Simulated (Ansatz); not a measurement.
**Effect of Cu → Pd on CuI**

Take CuI in the zinc blende structure (space group F-43m, No. 216; a = 5.939 Å) as the base.

Modification: full substitution Cu → Pd, then cell and atoms are relaxed.

The values are results of PBEsol, PAW, 420 eV (Ansatz, a program for electronic structure; spin-orbit coupling left out), earlier PAW set, not measurements. Γ-centred 13×13×13 mesh, Fermi–Dirac width 0.05 eV, for the changed cell.

```csv
quantity,base,changed,shift
volume per atom,26.19 Å³,27.96 Å³,+1.779 Å³
lattice parameter a,5.939 Å,6.071 Å,+0.132 Å
space group,F-43m (No. 216),F-43m (No. 216),–
shortest interatomic distance,2.572 Å,2.629 Å,+0.057 Å
band gap,1.17 eV,zero,–
```

Final structure:

```yaml
crystal:
  lattice:
    - [0.00000, 3.03531, 3.03531]
    - [3.03531, 0.00000, 3.03531]
    - [3.03531, 3.03531, 0.00000]
  atoms:
    - { symbol: I, position: [0.75000, 0.75000, 0.75000] }
    - { symbol: Pd, position: [0.00000, 0.00000, 0.00000] }
```

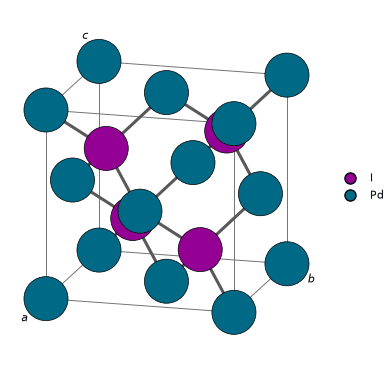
Fig. 1. The relaxed conventional cell after the change

Spin-orbit coupling, missing from the scalar runs, can matter with I. Stability against distortions was not tested. As relaxed here, PdI is a hypothetical phase, not in the database extracts checked. The final runs are not spin-polarised. An odd electron count without spin: PdI. PdI has a high density of states at the Fermi level and may be magnetic at this level.
